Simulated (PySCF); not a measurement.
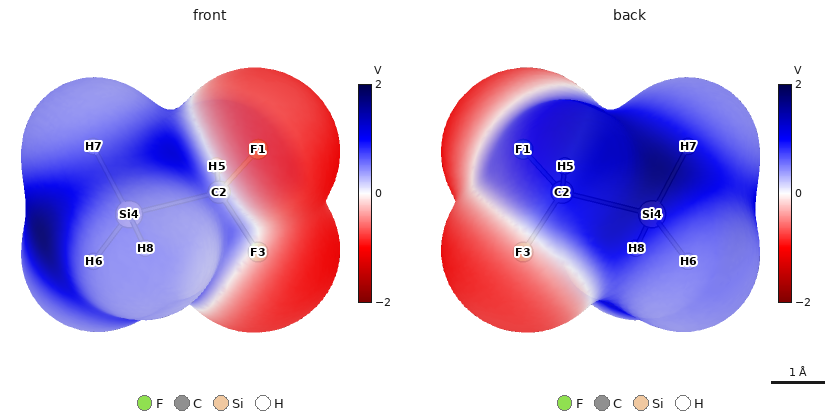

The picture shows: CH₄F₂Si (SMILES FC(F)[SiH3]). The electrostatic potential painted on the density surface at 0.002 e/bohr³, seen from the front and from behind; red is negative and blue positive.

Geometry: GFN2-xTB.

Computed with PBE0/pcSseg-1, SCF density, gas phase, non-relativistic in PySCF 2.14.0.

```xyz
8

F    -1.3878    1.0370   -0.7630
C    -0.9361    0.0261    0.0330
F    -1.4352   -1.1247   -0.5019
Si    1.0010   -0.0149    0.0435
H    -1.4215    0.1548    1.0111
H     1.3583   -1.1490    0.8911
H     1.4123    1.2694    0.6036
H     1.4180   -0.1893   -1.3420
```

Describe the electrostatic potential map.

Answer. The most negative region (about −1.0 V, or −23 kcal/mol for a unit charge) lies over F1 and F3, the most positive (about +1.7 V, or +39 kcal/mol for a unit charge) over Si4.

How polar is the molecule by this calculation?

Answer. Its dipole moment is 2.20 D.
